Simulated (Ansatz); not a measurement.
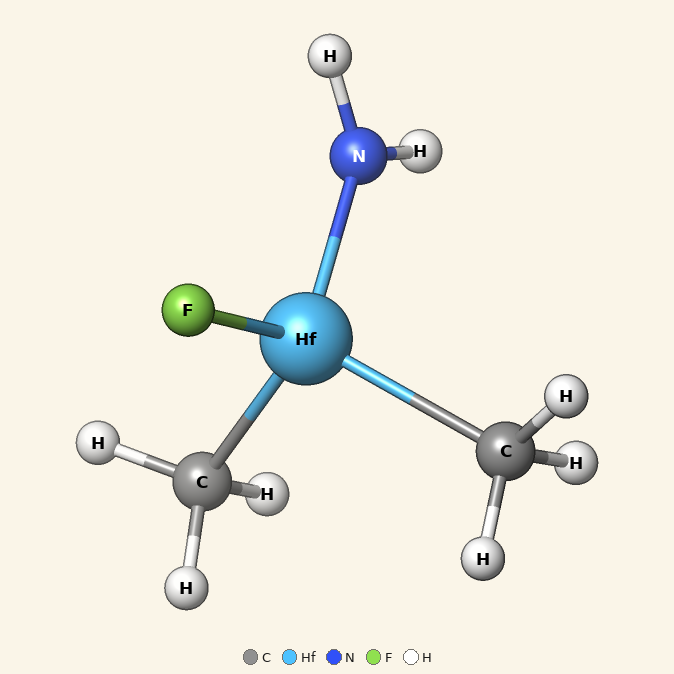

The species is neutral and a spin singlet. The geometry was computed by an optimisation with PBE0-D4/def2-TZVP. Program: Ansatz 0.2.0.

Compare HOMO energy (eV), vertical IP (eV), HOMO–LUMO gap (eV) at these levels: B3LYP-D4/def2-TZVPP; PBE-D4/def2-TZVPP; PBE0-D4/def2-TZVPP; r2SCAN-D4/def2-TZVPP; ωB97M-V/def2-TZVPP; ωB97X-V/def2-TZVPP.

| level | HOMO energy (eV) | vertical IP (eV) | HOMO–LUMO gap (eV) |
| --- | --- | --- | --- |
| B3LYP-D4/def2-TZVPP | −7.08 | 9.16 | 6.35 |
| PBE-D4/def2-TZVPP | −5.97 | 8.74 | 4.53 |
| PBE0-D4/def2-TZVPP | −7.31 | 9.18 | 6.85 |
| r2SCAN-D4/def2-TZVPP | −6.25 | 8.89 | 5.11 |
| ωB97M-V/def2-TZVPP | −9.63 | 9.56 | 10.58 |
| ωB97X-V/def2-TZVPP | −9.76 | 9.59 | 11.21 |
